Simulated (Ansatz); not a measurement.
**One shape, several levels: CH4ClGe (SMILES [CH3][GeH][Cl])**

We compute a comparison of 6 runs (UHF/STO-3G, UHF/3-21G, UB3LYP/6-31G*, UHSE06/def2-SVP, RPA@PBE/def2-SVP) of CH4ClGe. 

Program for the calculation: Ansatz 0.2.0.

68 further runs of the same task are left out: 68 set aside as unsound or not needed.

### Step 1. The system as given

CH4ClGe: 7 atoms, total charge 0, spin state doublet. As SMILES, `[CH3][GeH][Cl]`. One bond was lengthened or shortened from a relaxed shape.

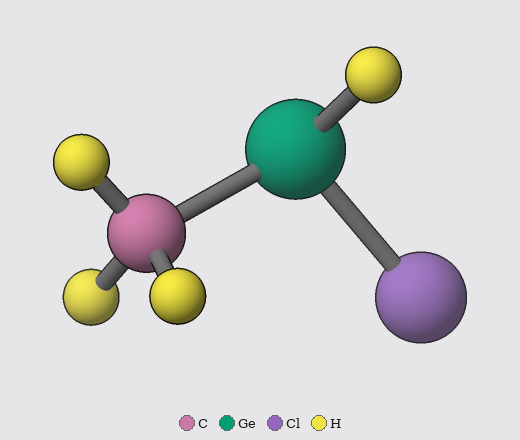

The structure, seen from a chosen angle (carbon pink, germanium teal, chlorine purple, hydrogen yellow).

### Step 2. A single-point energy at UHF/STO-3G (run 1)

File job.yaml:

```yaml
crystal:
  periodic: [false, false, false]
  atoms:
    - {symbol: C, position_ang: [-0.596100, 0.500966, -0.325321]}
    - {symbol: Ge, position_ang: [0.842400, -0.822934, -0.246521]}
    - {symbol: Cl, position_ang: [1.154000, -1.299134, 1.846079]}
    - {symbol: H, position_ang: [-0.296400, 1.377066, 0.253879]}
    - {symbol: H, position_ang: [-1.646200, 0.021400, 0.160800]}
    - {symbol: H, position_ang: [-0.772900, 0.791966, -1.361621]}
    - {symbol: H, position_ang: [2.198400, -0.261934, -0.753521]}
basis:
  gaussian: {orbitals: STO-3G}
magnetization: {spin_polarized: true, initial_magnetization: 1}
hamiltonian: {xc: hf}
accuracy: high
output: {orbitals: {seedname: orbitals}}
```

On the command line:

```
ansatz run job.yaml --threads 1 --pin off --max-ram 3480MiB --events-out events.jsonl --progress --plain --runs-dir runs
```

What it wrote:

```text
Warning: RAYON_NUM_THREADS=1 ignored (pool sized by the plan → 1); use --threads N
Functional definition: HF
  name "HF"
  exchange = exact_x
  correlation = 0
596 factors; integrals over basis functions are off by at most 7.3e-9 eV
mean field evaluation 1: about -69281.2290 eV, gradient 8.8e0 eV
mean field evaluation 2: about -69281.3052 eV, gradient 8.8e0 eV
mean field evaluation 4: about -69282.3989 eV, gradient 9.5e-1 eV
mean field evaluation 8: about -69282.4210 eV, gradient 2.0e-4 eV
mean field -69282.42013412 eV, -2546.0819786177 hartree, gradient 1.8e-8 eV, S^2 0.751375; 0 other end points of the search recorded, 0 dependent functions left out
reference -69282.42013412 eV, -2546.0819786177 hartree; 30, 29 occupied and 6, 7 virtual orbitals, 596 factors
Total energy: -69282.42013412 eV, -2546.0819786177 hartree
```

Wall time 0.54 s (1 thread of Arm Neoverse V1, shared host); peak memory 0.097 GiB.

### Step 3. The energy at UHF/3-21G (run 2)

File in.yaml:

```yaml
crystal:
  periodic: [false, false, false]
  atoms:
    - {symbol: C, position_ang: [-0.596100, 0.500966, -0.325321]}
    - {symbol: Ge, position_ang: [0.842400, -0.822934, -0.246521]}
    - {symbol: Cl, position_ang: [1.154000, -1.299134, 1.846079]}
    - {symbol: H, position_ang: [-0.296400, 1.377066, 0.253879]}
    - {symbol: H, position_ang: [-1.646200, 0.021400, 0.160800]}
    - {symbol: H, position_ang: [-0.772900, 0.791966, -1.361621]}
    - {symbol: H, position_ang: [2.198400, -0.261934, -0.753521]}
basis:
  gaussian: {orbitals: 3-21G-spherical.json}
accuracy: high
magnetization: {spin_polarized: true, initial_magnetization: 1}
hamiltonian: {xc: hf}
output: {orbitals: {seedname: orbitals}}
```

The basis set 3-21G is read from a file made from the Basis Set Exchange's data (not shown).

On the command line:

```
ansatz run in.yaml --threads 1 --pin off --max-ram 3480MiB --events-out events.jsonl --progress --plain --runs-dir runs
```

What it wrote:

```text
Warning: RAYON_NUM_THREADS=1 ignored (pool sized by the plan → 1); use --threads N
[... 4 set-up lines as earlier in the session ...]
1036 factors; integrals over basis functions are off by at most 6.9e-9 eV
mean field evaluation 1: about -69731.1999 eV, gradient 1.3e1 eV
mean field evaluation 2: about -69731.3681 eV, gradient 1.3e1 eV
mean field evaluation 4: about -69732.5445 eV, gradient 1.4e0 eV
mean field evaluation 8: about -69732.5757 eV, gradient 1.2e-1 eV
mean field evaluation 16: about -69732.5761 eV, gradient 4.6e-7 eV
mean field -69732.57612392 eV, -2562.6249061164 hartree, gradient 2.8e-8 eV, S^2 0.751920; 0 other end points of the search recorded, 0 dependent functions left out
reference -69732.57612392 eV, -2562.6249061164 hartree; 30, 29 occupied and 22, 23 virtual orbitals, 1036 factors
Total energy: -69732.57612392 eV, -2562.6249061164 hartree
```

Wall time 1.1 s (1 thread of Arm Neoverse V1, shared host); peak memory 0.15 GiB.

Runs 3 to 5 aren't shown in full; the table further down has their settings and results.

### Step 4. A single-point energy at RPA@PBE/def2-SVP (run 6)

in.yaml, as its differences from that of step 3:

```diff
@@ -11,6 +11,12 @@
 basis:
-  gaussian: {orbitals: 3-21G-spherical.json}
+  gaussian:
+    orbitals: def2-SVP
+magnetization:
+  spin_polarized: true
+  initial_magnetization: 1
+hamiltonian:
+  xc: pbe
+correlation:
+  method: rpa
+  frozen_orbitals: {C: 1, Cl: 5, Ge: 9, H: 0}
 accuracy: high
-magnetization: {spin_polarized: true, initial_magnetization: 1}
-hamiltonian: {xc: hf}
-output: {orbitals: {seedname: orbitals}}
```

On the command line:

```
ansatz run in.yaml --threads 1 --pin off --max-ram 3480MiB --events-out events.jsonl --progress --plain --runs-dir runs
```

What it wrote:

```text
Warning: RAYON_NUM_THREADS=1 ignored (pool sized by the plan → 1); use --threads N
Functional definition: PBE
  name "PBE"
  parameter kappa = 0.804
  parameter beta = 0.06672455060314922
  exchange = pbe_x(kappa = kappa, mu = beta*pi^2/3)
  correlation = pbe_c(beta = beta)
1783 factors; integrals over basis functions are off by at most 4.7e-9 eV
mean field evaluation 1: about -70108.9073 eV, gradient 3.8e1 eV
mean field evaluation 2: about -70108.9030 eV, gradient 3.8e1 eV
mean field evaluation 4: about -70115.4238 eV, gradient 7.6e0 eV
mean field evaluation 8: about -70115.8331 eV, gradient 2.3e-1 eV
mean field evaluation 16: about -70115.8332 eV, gradient 1.1e-4 eV
mean field -70115.83320867 eV, -2576.7093442000 hartree, gradient 6.7e-8 eV, S^2 0.751128; 0 other end points of the search recorded, 0 dependent functions left out
15 core orbitals not correlated: weight in the atoms' cores, before any rotation towards them, 1.000 or more for the frozen orbitals, at most 0.000 for the correlated occupied ones
reference -70058.22287680 eV, -2574.5922035535 hartree; 15, 14 occupied and 54, 55 virtual orbitals, 1783 factors
Total energy: -70079.83155605 eV, -2575.3863078691 hartree
```

It took 17 s on 1 thread of Arm Neoverse V1, shared host; peak memory 0.31 GiB.

### Step 5. Overview of the runs

```
run                                level  Cartesian functions  frozen core orbitals   energy (Eh)  HOMO energy (eV)  LUMO energy (eV)   ⟨S²⟩  wall time
  1                           UHF/STO-3G                   no                     –  -2546.081979             -7.15              4.09  0.751     0.54 s
  2                            UHF/3-21G                   no                     –  -2562.624906             -9.12              0.52  0.752      1.1 s
  3  UB3LYP/6-31G* (spherical functions)                   no                     –  -2577.465240             -5.93             -3.27  0.751       13 s
  4  UB3LYP/6-31G* (Cartesian functions)                  yes                     –  -2577.474394             -5.92             -3.28  0.751       14 s
  5                      UHSE06/def2-SVP                   no                     –  -2576.802985             -5.79             -3.23  0.752       14 s
  6                     RPA@PBE/def2-SVP                   no                    15  -2575.386308                 –                 –  0.751       17 s
```

### Step 6. Summary of results

| quantity | value |
| --- | --- |
| run 6: total energy | -2575.38631 Eh |
| run 6: RPA correlation energy (valence) | -794.1 mEh |
| run 6: ⟨S²⟩ of the reference determinant | 0.751 |

What this shows: Totals of different functionals can't be ranked against each other. In run 1 the basis is minimal, so the values are rough. All runs together took 60 s, the longest 17 s.
